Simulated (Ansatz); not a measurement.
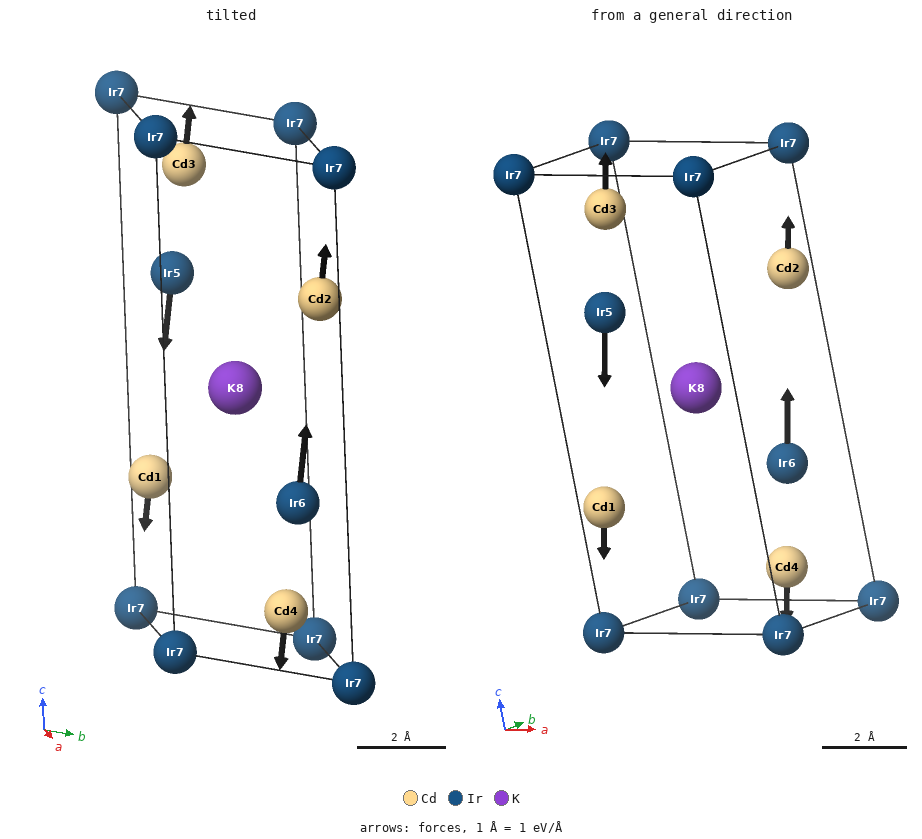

View slightly off an axis and from a general direction, drawn as a spheres-only model. The simulation cell is drawn as a box. The arrows are the computed forces on the atoms.

System: KCd4Ir3. Theory: Ansatz, DFT, PAW plane waves, PBE. Numerical settings: a kinetic-energy cutoff of 420 eV, an 8×8×8 grid in reciprocal space, Fermi-Dirac smearing of 0.1 eV, no spin polarisation.

Are the forces small enough to call this converged?

Answer. No. The atoms still feel forces of up to about 1.4 eV/Å, far above a usual threshold of 0.01 to 0.03 eV/Å.

Which atom is furthest from force balance?

Answer. Ir5 and Ir6, about 1.4 eV/Å.

The structure is a generated cell, made by putting these elements into a known structure type (the compound may or may not exist in this form); no relaxation was done. A calculation with Ansatz used it as input.
